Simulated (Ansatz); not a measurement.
**CsSm3: a trial structure relaxed**

Aim: relax a trial structure of CsSm3 and see where it ends, then test the end with a random kick.

Method: DFT PBE, scalar-relativistic, plane waves, PAW; 4f electrons in the core of a trivalent norm-conserving potential, in Ansatz 0.2.0.

### 1 The system as given

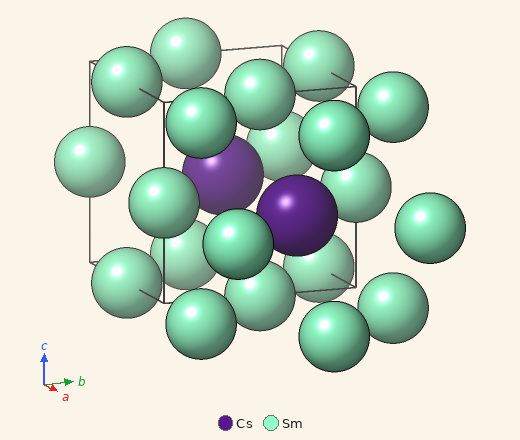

The starting structure, seen slightly off an axis (caesium purple, samarium green). 2×1×1 cells are drawn. Atoms on the faces are drawn again on the opposite ones.

Structure file:

```
Cs Sm
1.0
     5.42758    0.00000    0.00000
     0.00000    5.42758    0.00000
     0.00000    0.00000    5.42758
Cs Sm
1 3
Cartesian
  2.7138 2.7138 2.7138
  2.7138 0.0000 0.0000
  0.0000 2.7138 0.0000
  0.0000 0.0000 2.7138
```

Recipe of the guess: random cell by space group and Wyckoff sites (Pm-3m, No. 221). The dimensions are guesses.

### 2 A first look at the guess

input.yaml reads:

```yaml
crystal:
  lattice:
    - [5.42757903, 0.0, 0.0]
    - [0.0, 5.42757903, 0.0]
    - [0.0, 0.0, 5.42757903]
  atoms:
    - { symbol: Cs, position: [0.5, 0.5, 0.5] }
    - { symbol: Sm, position: [0.5, 0.0, 0.0] }
    - { symbol: Sm, position: [0.0, 0.5, 0.0] }
    - { symbol: Sm, position: [0.0, 0.0, 0.5] }
basis:
  ecutwfc: 690
kpoints:
  mp_grid: { grid: [4, 4, 4] }
hamiltonian:
  xc: pbe
  pseudopotentials:
    kind: paw
    azcp: { Sm: "pseudopotentials/pbe/nc/lanthanide_3plus/Sm.nc.azcp" }
scf:
  occupations: { method: gaussian, width: 0.1 }
  lower_state_search: "off"
output:
  forces: true
  stress: true
  eigenvalues: true
```

Command:

```console
$ ansatz run input.yaml --threads 1 --pin off --max-ram 2560MiB --backend cpu --events-out ev --progress --plain --runs-dir out
```

Further runs follow: rough relaxation on the coarse mesh; full relaxation; kick test: the unmoved cell on a coarse mesh; kicked and relaxed without symmetry.

What does the calculation give? Wanted: conventional cell; volume; energy over the elements; gap on the mesh.

**Answer**, as computed:

```
                              quantity                                                                      value
symmetry at the end (tolerance 0.05 Å)                                                space group Pm-3m (No. 221)
                     conventional cell  a = 5.343 Å, b = 5.343 Å, c = 5.343 Å, α = 90.00°, β = 90.00°, γ = 90.00°
                                volume                                                              38.13 Å³/atom
              energy over the elements                                                              +0.63 eV/atom
                       gap on the mesh                                                               none (metal)
```

What this shows: The space group Pm-3m (No. 221) is kept, and the volume per atom shrinks by 4.6 % from the first guess. With a positive formation energy it can't be a ground state. It survived the kick, though modes of other wave vectors, which need another repeat, weren't probed. Spin-orbit coupling is left out for Sm. The lanthanide's 4f electrons sit in the core of its potential, so it is trivalent by construction and shows no f bands or moments.
